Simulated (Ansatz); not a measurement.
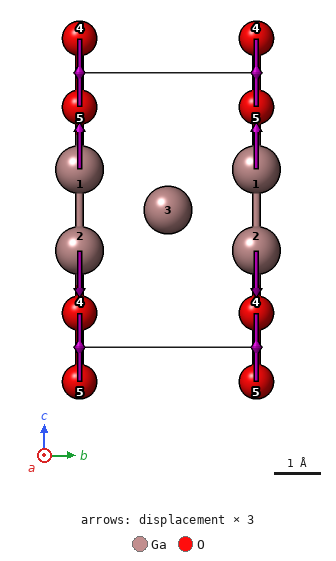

A relaxation of a crystal of Ga₃O₂ (a generated structure, set up in P4/mmm) (coarse preliminary run). The starting structure is drawn; purple arrows show the displacements (the part carried along by the change of the cell is left out), 3 times their true length.

The picture is a ball-and-stick view of the cell of the calculation, seen along the a axis.

Method: DFT PBE, scalar-relativistic, plane waves, PAW in Ansatz.

Input
```yaml
crystal:
  lattice:
    - [3.86568994, 0.0, 0.0]
    - [0.0, 3.86568994, 0.0]
    - [0.0, 0.0, 6.00355601]
  atoms:
    - { symbol: Ga, position: [0.0, 0.0, 0.64745085] }
    - { symbol: Ga, position: [0.0, 0.0, 0.35254915] }
    - { symbol: Ga, position: [0.5, 0.5, 0.5] }
    - { symbol: O, position: [0.0, 0.0, 0.12509477] }
    - { symbol: O, position: [0.0, 0.0, 0.87490523] }
basis:
  ecutwfc: 420
kpoints:
  mp_grid: { grid: [4, 4, 4] }
hamiltonian:
  xc: pbe
scf:
  occupations: { method: gaussian, width: 0.1 }
  lower_state_search: "off"
output:
  forces: true
  stress: true
  eigenvalues: true
relax:
  adjacent_minimum: "off"
  f_tol: 0.04
  max_steps: 70
  cell: { stress_tol: 0.4 }
```

Run as
```bash
ansatz run input.yaml --threads 1 --pin off --max-ram 2560MiB --backend cpu --events-out ev --progress --plain --runs-dir out
```

### Describe the change and its energy.

The largest moves relative to the cell, 0.35 Å, are those of Ga1 and Ga2. Ga1 goes along +c. By element the largest moves are Ga 0.35 Å, O 0.33 Å. Cell: a = b 3.866 → 3.466 Å (−10.3 %), c 6.004 → 8.077 Å (+34.5 %). Volume +8.1 %. Near-neighbour distances that change, for instance: Ga1–Ga2 1.770 → 3.090 Å, Ga1–O5 1.366 → 1.809 Å, O4–O5 1.502 → 1.368 Å. Bonds break: Ga1–Ga2 (1.77 → 3.09 Å). The space group stays P4/mmm (No. 123). After 12 accepted moves (14 points after the start) the energy has fallen by 2643 meV per atom. Largest force component: 27 eV/Å at the start, 0.00098 eV/Å at the end. Pressure: 73.53 GPa at the start and −0.04 GPa at the end. At 2 points the geometry stayed and the basis and grid were re-selected for the new cell (energy shift of 59.3 meV per atom at most each time).

Limits of the set-up: the k-point mesh is coarse for a cell with partly filled bands.
